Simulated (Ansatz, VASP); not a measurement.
**Cross-check of C between VASP and Ansatz**

One calculation is typed for both programs; each brings its own data sets. How far apart do they land? The cell is taken from a series of VASP runs on this material, whose earlier steps may have relaxed, scaled or displaced it; both programs get it as it stands. Valence electrons are named where the data sets of a main pair hold unlike numbers.

Calculated with Ansatz 0.2.0; plane waves, with VASP 6.6.1 beside it; band structure at HSE06.

### Step 1. Starting point

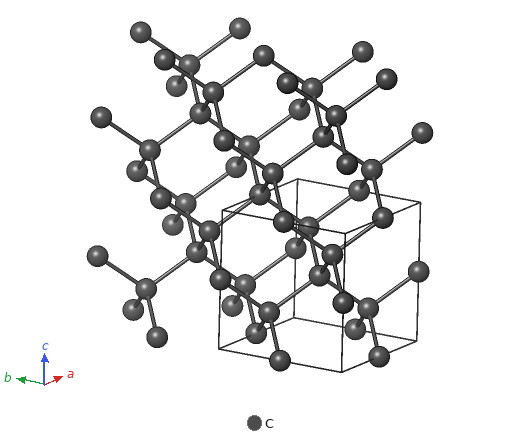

The starting structure, seen from a free direction (carbon dark grey). 1×2×2 cells are drawn. This picture shows the conventional cell, with its axes. Some periodic images of atoms are drawn too.

Structure file:

```cif
data_structure
_symmetry_space_group_name_H-M 'Fd-3m:1'
_symmetry_Int_Tables_number 227
_cell_length_a 3.5716
_cell_length_b 3.5716
_cell_length_c 3.5716
_cell_angle_alpha 90.000
_cell_angle_beta 90.000
_cell_angle_gamma 90.000
_cell_volume 45.56
loop_
_atom_site_label
_atom_site_type_symbol
_atom_site_symmetry_multiplicity
_atom_site_Wyckoff_symbol
_atom_site_fract_x
_atom_site_fract_y
_atom_site_fract_z
_atom_site_occupancy
C1 C 8 b 0.00000 0.00000 0.50000 1
```

### Step 2. Ansatz: band structure, HSE06

Ansatz runs on its default PAW (the set named soft_2) files.

Levels along a path test the potential and the projectors away from the mesh points.

File input.yaml:

```yaml
crystal:
  lattice:
    - [0.0, 1.785811, 1.785811]
    - [1.785811, 0.0, 1.785811]
    - [1.785811, 1.785811, 0.0]
  atoms:
    - { symbol: C, position: [0.0, 0.0, 0.0] }
    - { symbol: C, position: [0.25, 0.25, 0.25] }
hamiltonian:
  xc: { exchange: pbe, correlation: pbe, exx: { coeff: 0.25, omega: 0.2 } }
  pseudopotentials: { kind: paw }
kpoints:
  mp_grid: { grid: [7, 7, 7] }
  band_path:
    path:
      - [0.0, 0.0, 0.0]
      - [0.38889, 0.0, 0.38889]
      - [0.5, 0.0, 0.5]
      - [0.5, 0.22222, 0.72222]
      - [0.40278, 0.34722, 0.75]
      - [0.125, 0.125, 0.25]
      - [0.27778, 0.27778, 0.27778]
      - [0.55556, 0.38889, 0.55556]
      - [0.58333, 0.25, 0.66667]
      - [0.5, 0.30556, 0.69444]
      - [0.48611, 0.48611, 0.52778]
      - [0.625, 0.25, 0.625]
      - [0.5, 0.0, 0.5]
    npoints: 1
scf:
  occupations: { method: gaussian, width: 0.03 }
  n_extra_bands: 7
output:
  forces: true
  stress: true
  eigenvalues: true
```

Command:

```console
> ansatz run input.yaml --threads 4 --pin off --max-ram 9216MiB --backend cpu --events-out ev --progress --plain --runs-dir out
```

Numbers of over 12 decimals in the logs are rounded to 6 here.

Output:

```text
Warning: output.stress: scf.convergence.dr2_threshold = 1e-7 eV (the SCF's general default) is looser than the 2e-10 eV advised for a printed stress (1e-10 eV for each atom of the cell: 2). What an SCF threshold leaves in a stress goes as its square root, and in the free energy as the threshold itself, and one threshold admits the most on a small cell: [figures from the program's tests cut] Set scf.convergence.dr2_threshold to 2e-10 eV or tighter. The threshold is an SCF's pass mark: one that does not reach it within its budget of iterations ends unconverged, or closes short of it on a stop that the run arms, and scf.convergence.dr2_threshold's page says what that costs each kind of run
Warning: output.stress: scf.exx.energy_threshold = 1e-6 eV is looser than the 2e-8 eV advised for a stress under a hybrid functional (1e-8 eV for each atom of the cell: 2). Every SCF of the exchange loop can meet its threshold on dr2 while the loop round them stops early: no threshold on dr2 bounds what that leaves in the stress. Set scf.exx.energy_threshold to 2e-8 eV or tighter. The threshold is the loop's pass mark: a loop that does not reach it within its budget of cycles ends unconverged, and scf.exx.energy_threshold's page has the law
scf.n_extra_bands = 7 over 4 filled bands (N_el = 8.0): the run solves 11 bands
Engine: ansatz 0.2.0, aarch64-unknown-linux-gnu
Pseudopotentials: kind: paw
Pseudopotential: C, paw, valence charge 4, recommended cutoff 420 eV (normal), C.paw.azcp
Functional definition: unnamed
  parameter a_1 = 0.25
  parameter omega_1 = 0.2/angstrom
  exchange = pbe_x + (-a_1)*pbe_x_sr(omega_1) + a_1*exact_x_sr(omega_1)
  correlation = pbe_c
Crystal: 2 atoms, lattice volume = 11.390 Å³
Basis set: ecut = 420 eV, 229 PW (Γ), exchange–correlation on 36×36×36 points (8 copies of the dense FFT grid, shifted against one another)
Bands: 11, of which v1, the nominal top of the filled ones, is band 4 counted from 1 (3 counted from 0)
Symmetry: 48 space group operations
Space group: Fd-3m (ITA 227), of the structure as read, at distance tolerance 2.2e-5 Å
k-points: 20 of 343
Non-local potential: C, projectors of the file, l = 0: 2, l = 1: 2, l = 2: 1
PAW form: soft (Blöchl's): semilocal exchange-correlation on the pseudo side does not see the compensation charge
PAW frozen core: C, regenerated for the run's functional, and the local potential with it (the file was generated under x = pbe(κ = 0.804, μ = 0.219515), c = pbe(β = 0.066725))
PAW one-centre angular grid: C, 110 points (default); XC on 64 Gauss nodes
Initial density: superposition of atomic densities (neutral atoms: chi_scale 0, normalization atom), corrected by the library's trained network
Initial wavefunctions: pseudopotential atomic-orbital guess
Functional: x = pbe(κ = 0.804, μ = 0.219515), c = pbe(β = 0.066725), warm-up for x = pbe(κ = 0.804, μ = 0.219515) + 0.25 (exact − pbe) at short range (hse, ω = 0.2 Å⁻¹), c = pbe(β = 0.066725)
SCF iter   1: F=—  HF=-501.612923 eV  |F-HF|=—  |Δ(HF+E_count)|=         —  Δρ=1.75e-3  dr2=1.09e-4  ethr=1.77e-3  ⟨swp⟩=2.0  Hψ=1404  notcnv=0
preconditioner: auto → none  [insulator: Δε(μ)=4.269 eV  Ē_g=24.930 eV  σ=0.030 eV  W_gap=1.00  n_scr=0 (ndim 8)  ℏωp=31.1 eV  f_vac=0.000  D(μ)=0.00/eV (n_scr^D=0)]
SCF iter   2: F=-501.613096 eV  HF=-501.613050 eV  |F-HF|=4.59e-5  |Δ(HF+E_count)|=   1.27e-4  Δρ=8.51e-4  dr2=2.15e-5  ethr=1.36e-6  ⟨swp⟩=2.2  Hψ=312  notcnv=0  defer=4
SCF 1 stopped early in 2 iterations: F = -501.613096 eV  dr2 = 2.15e-5
  greatest PAW one-centre occupation: 0.643 electrons in one spin orbital (limit 2), on the C atom at site 1 (counted from 0), in its partial waves of l = 0
Initial density: handed on by an earlier stage of this run
Initial wavefunctions: those handed on with the density
Functional: x = pbe(κ = 0.804, μ = 0.219515) + 0.25 (exact − pbe) at short range (hse, ω = 0.2 Å⁻¹), c = pbe(β = 0.066725)
Exchange kernel: α = 0.2500, screened, ω = 0.2000 Å⁻¹, Wigner–Seitz truncation, v(0) = 1117.2254 eV·Å³, q-mesh 7×7×7, nearest image of the exchange supercell L = 17.68 Å, pair-density grid 12×12×12, without the augmentation charges, whose exchange is taken in its separable form by FFT convolution over the k-point mesh (sized by the pseudopotential files, 15×15×15 at the most), smooth part of the exact exchange by density-matrix convolution
Frozen-core exchange: fock
SCF iter   1: F=—  HF=-501.761395 eV  |F-HF|=—  |Δ(HF+E_count)|=         —  Δρ=9.99e-3  dr2=4.68e-3  ethr=2.68e-6  ⟨swp⟩=5.2  Hψ=962  notcnv=0
preconditioner: auto → none  [insulator: Δε(μ)=5.357 eV  Ē_g=27.635 eV  σ=0.030 eV  W_gap=1.00  n_scr=0 (ndim 8)  ℏωp=31.1 eV  f_vac=0.000  D(μ)=0.00/eV (n_scr^D=0)]
SCF iter   2: F=—  HF=-501.759570 eV  |F-HF|=—  |Δ(HF+E_count)|=   1.83e-3  Δρ=4.23e-3  dr2=7.56e-4  ethr=2.68e-6  ⟨swp⟩=3.0  Hψ=501  notcnv=0
SCF iter   3: F=—  HF=-501.761153 eV  |F-HF|=—  |Δ(HF+E_count)|=   1.58e-3  Δρ=9.00e-4  dr2=2.75e-5  ethr=2.68e-6  ⟨swp⟩=3.0  Hψ=362  notcnv=0
iter 4 solved again at ethr=1.11e-8 eV; its pass at ethr=3.19e-7 eV (dr2=8.92e-7 eV) is discarded
SCF iter   4: F=—  HF=-501.761143 eV  |F-HF|=—  |Δ(HF+E_count)|=   9.85e-6  Δρ=1.58e-4  dr2=2.39e-6  ethr=1.11e-8  ⟨swp⟩=2.2  Hψ=729  notcnv=0  defer=1
SCF iter   5: F=-501.761156 eV  HF=-501.761156 eV  |F-HF|=1.94e-7  |Δ(HF+E_count)|=   1.25e-5  Δρ=7.02e-5  dr2=3.80e-7  ethr=1.09e-8  ⟨swp⟩=3.0  Hψ=382  notcnv=0
SCF 2 stopped early in 5 iterations: F = -501.761156 eV  dr2 = 3.80e-7
  greatest PAW one-centre occupation: 0.646 electrons in one spin orbital (limit 2), on the C atom at site 1 (counted from 0), in its partial waves of l = 0
hybrid outer 1: dexx = +2.008e-3 eV, tail = 9.33e-6 eV
Exchange kernel: α = 0.2500, screened, ω = 0.2000 Å⁻¹, Wigner–Seitz truncation, v(0) = 1117.2254 eV·Å³, q-mesh 7×7×7, nearest image of the exchange supercell L = 17.68 Å, pair-density grid 12×12×12, without the augmentation charges, whose exchange is taken in its separable form by FFT convolution over the k-point mesh (sized by the pseudopotential files, 15×15×15 at the most), smooth part of the exact exchange by density-matrix convolution
Frozen-core exchange: fock
SCF iter   1: F=—  HF=-501.761202 eV  |F-HF|=—  |Δ(HF+E_count)|=         —  Δρ=7.51e-5  dr2=3.45e-7  ethr=5.83e-7  ⟨swp⟩=3.4  Hψ=501  notcnv=0
preconditioner: auto → none  [insulator: Δε(μ)=5.422 eV  Ē_g=27.643 eV  σ=0.030 eV  W_gap=1.00  n_scr=0 (ndim 8)  ℏωp=31.1 eV  f_vac=0.000  D(μ)=0.00/eV (n_scr^D=0)]
SCF iter   2: F=-501.761202 eV  HF=-501.761202 eV  |F-HF|=4.90e-9  |Δ(HF+E_count)|=   8.54e-8  Δρ=1.50e-5  dr2=1.22e-8  ethr=3.21e-9  ⟨swp⟩=3.0  Hψ=346  notcnv=0
SCF 3 converged in 2 iterations: F = -501.761202 eV  dr2 = 1.22e-8
  Residual-converged pass: ⟨swp⟩=3.0  Hψ=375  notcnv=0  max |occ|·‖R‖ = 2.3e-6 eV (tolerance 2.4e-6 eV)  dr2=1.22e-8  dr2_onsite=7.58e-10  max |Δocc| = 0.0e0
hybrid outer 2: dexx = +1.298e-7 eV, tail = 2.96e-8 eV, Δε = 2.31e-3 eV (about 1.31e-4 eV left of the loop's levels)
NSCF: frozen V_eff on 13 k-points
hybrid SCF converged: 2 outer / 7 inner (+2 warm-up), last move |dexx| = 1.30e-7 eV, tail = 2.96e-8 eV
Stability not checked: this state was not tested for a lower state beside it, because the functional holds exact exchange (a hybrid, or Hartree-Fock), whose exchange loop this test does not read (fock_operator; see scf.lower_state_search)
Free energy (F): -501.761202 eV
Frozen-core exchange: fock
Harris-Foulkes:  -501.761202 eV  (|F-HF|=4.90e-9)
Internal energy: -501.761202 eV  (E = F + TS)
E sigma→0 (E₀):  -501.761202 eV
Fermi energy:    15.323689 eV
--- Per-component energies (eV) ---
  E_band       = 22.334558
  E_kinetic    = 183.733636
  E_local      = -120.939176  (includes V_loc(G=0)·N_el)
  E_nonlocal   = 52.168813
  E_hartree    = 26.515448
  E_xc         = -78.740857
  E_vxc        = -96.775318  (∫ρ·V_xc dr)
  E_exx        = -18.396430  (= α·E_x^exact, valence–valence)
  E_paw        = -198.582455  (= ΣΔE_a)
  E_vpaw       = -12.091121  (= ΣTr[D̂ρ^β])
  E_aug_tail   = 0.000018  (compensation charges beyond the density's cutoff)
  E_ewald      = -347.485740
  E_core_change = -0.034457  (= ΣΔE_core)
  E_smearing   = -0.000000  (= −TS)
  E_closure    = -0.000001  (closes the sum)
  Σ components = -501.761202   (vs F -501.761202, Δ=0.00e0)
--- Forces (eV/Å), atoms counted from 1 ---
  atom   1  C      0.00000000    -0.00000000     0.00000000
  atom   2  C      0.00000000     0.00000000     0.00000000
  max |Σ_I F_I| component: 8.79e-17 eV/Å
--- Stress (GPa, compression-positive) ---
       -9.980491      -0.000000       0.000000
        0.000000      -9.980491       0.000000
       -0.000000       0.000000      -9.980491
  P = ⅓ Tr σ = -9.9805 GPa (-99.805 kbar)
--- Band table (eV; the first three rows and the last of 20) ---
  k-point 0: bands = [-10.8650, 12.6126, 12.6126, 12.6126, 19.6001, 19.6001, 19.6001, 27.7585, ... 3 higher]
  k-point 1: bands = [-10.2567, 9.3952, 11.7511, 11.7511, 20.7378, 20.7378, 21.1503, 28.2911, ... 3 higher]
  k-point 2: bands = [-8.4573, 4.0845, 10.4270, 10.4270, 22.2385, 22.2385, 22.4256, 29.4925, ... 3 higher]
  k-point 19: bands = [-1.7448, 0.1055, 2.7182, 5.4669, 22.1645, 26.0429, 27.3557, 28.1760, ... 3 higher]
```

Run time: 7.8 s. Hardware: 4 threads of Arm Neoverse V2, shared host; peak memory 0.44 GiB.

In the SCF lines HF is the Harris–Foulkes energy and dr2 the Hartree energy of the density residual, in eV; the loop may stop once dr2 is under the threshold and the program's other checks hold. Hψ counts applications of the Hamiltonian.

### Step 3. VASP: band structure, HSE06

The same cell, functional, mesh and smearing now go to VASP, with its own data sets.

Lines of VASP's logs that name or quote its potential files are left out, and so is its time.

The run reads the wave functions of an earlier VASP run, which isn't shown here.

File INCAR:

```
SYSTEM = C
PREC = Accurate
ENCUT = 460
EDIFF = 1E-06
NELM = 100
ISMEAR = 0
SIGMA = 0.03
LREAL = .FALSE.
ALGO = Normal
LHFCALC = .TRUE.
AEXX = 0.25
GGA = PE
HFSCREEN = 0.2
LASPH = .TRUE.
NBANDS = 10
PRECFOCK = Fast
LORBIT = 11
LWAVE = .FALSE.
LCHARG = .FALSE.
KPAR = 4
```

File POSCAR:

```
C
1.0
    0.0000000000      1.7858110000      1.7858110000
    1.7858110000      0.0000000000      1.7858110000
    1.7858110000      1.7858110000      0.0000000000
C
2
Direct
    0.0000000000      0.0000000000      0.0000000000
    0.2500000000      0.2500000000      0.2500000000
```

File KPOINTS:

```
Automatic mesh
0
Gamma
7 7 7
0 0 0
```

File KPOINTS_OPT:

```
Line mode
10
Line-mode
Reciprocal
  0.00000000   0.00000000   0.00000000 GAMMA
  0.50000000   0.00000000   0.50000000 X

  0.50000000   0.00000000   0.50000000 X
  0.50000000   0.25000000   0.75000000 W

  0.50000000   0.25000000   0.75000000 W
  0.37500000   0.37500000   0.75000000 K

  0.37500000   0.37500000   0.75000000 K
  0.00000000   0.00000000   0.00000000 GAMMA

  0.00000000   0.00000000   0.00000000 GAMMA
  0.50000000   0.50000000   0.50000000 L

  0.50000000   0.50000000   0.50000000 L
  0.62500000   0.25000000   0.62500000 U

  0.62500000   0.25000000   0.62500000 U
  0.50000000   0.25000000   0.75000000 W

  0.50000000   0.25000000   0.75000000 W
  0.50000000   0.50000000   0.50000000 L

  0.50000000   0.50000000   0.50000000 L
  0.37500000   0.37500000   0.75000000 K

  0.62500000   0.25000000   0.62500000 U
  0.50000000   0.00000000   0.50000000 X
```

PAW data sets: C (PBE family, release 64).

Command:

```console
> mpirun -np 4 vasp_std
```

Output:

```text
[banner, memory and clock lines left out]
running    4 mpi-ranks, on    1 nodes
 distrk:  each k-point on    1 cores,    4 groups
 distr:  one band on    1 cores,    1 groups

 POSCAR found type information on POSCAR C
 POSCAR found :  1 types and       2 ions
 LDA part: xc-table for (Slater+PW92), standard interpolation
 found WAVECAR, reading the header
 POSCAR, INCAR and KPOINTS ok, starting setup
 FFT: planning ... GRIDC
 FFT: planning ... GRID_SOFT
 FFT: planning ... GRID
 reading WAVECAR
 the WAVECAR file was read successfully
 initial charge from wavefunction
 entering main loop
       N       E                     dE             d eps       ncg     rms          rms(c)
DAV:   1    -0.210856377929E+02   -0.21086E+02   -0.63941E-01   412   0.722E+00    0.104E+00
DAV:   2    -0.210882312174E+02   -0.25934E-02   -0.58060E-03   442   0.613E-01    0.663E-01
DAV:   3    -0.210874963825E+02    0.73483E-03   -0.33080E-04   424   0.159E-01    0.370E-01
DAV:   4    -0.210872569672E+02    0.23942E-03   -0.86655E-05   416   0.874E-02    0.205E-01
DAV:   5    -0.210871825979E+02    0.74369E-04   -0.24058E-05   422   0.471E-02    0.115E-01
DAV:   6    -0.210871595422E+02    0.23056E-04   -0.71202E-06   442   0.261E-02    0.644E-02
DAV:   7    -0.210871524448E+02    0.70974E-05   -0.23785E-06   424   0.153E-02    0.359E-02
DAV:   8    -0.210871506322E+02    0.18126E-05   -0.70827E-07   214   0.846E-03    0.206E-02
DAV:   9    -0.210871501966E+02    0.43557E-06   -0.29077E-07   212   0.563E-03
   1 F= -.21087150E+02 E0= -.21087150E+02  d E =-.674474E-17
 Start KPOINTS_OPT (optional k-point list driver)
k-point batch [1-20\100]
       N       E                     dE             ncg
DAV:   1     0.315901677236E+03   -0.59489E+04      424
DAV:   2    -0.782781615272E+02   -0.39418E+03      556
DAV:   3    -0.917878090899E+02   -0.13510E+02      458
DAV:   4    -0.918801301797E+02   -0.92321E-01      438
DAV:   5    -0.918803542582E+02   -0.22408E-03      442
DAV:   6    -0.918803546167E+02   -0.35853E-06      442
[...]
k-point batch [81-100\100]
       N       E                     dE             ncg
DAV:   1     0.160096725119E+03   -0.81038E+04      416
DAV:   2    -0.207525470932E+03   -0.36762E+03      506
DAV:   3    -0.217234318485E+03   -0.97088E+01      482
DAV:   4    -0.217303665750E+03   -0.69347E-01      512
DAV:   5    -0.217303768216E+03   -0.10247E-03      474
DAV:   6    -0.217303768353E+03   -0.13699E-06      474
```

(Continued in part 2 of 2.)

[Lines on the potential files, build, host, timing and source positions are cut from VASP's logs without a mark.]

[Logs are printed without paths, hosts, clocks, repeated set-up lines and the standing remarks that a program may print on its own settings, such as how far it seeks lower states.]

[Hosts, paths, dates, database ids (printed as entryN), source tags and the programs' standing remarks are cut or masked in the printed files.]
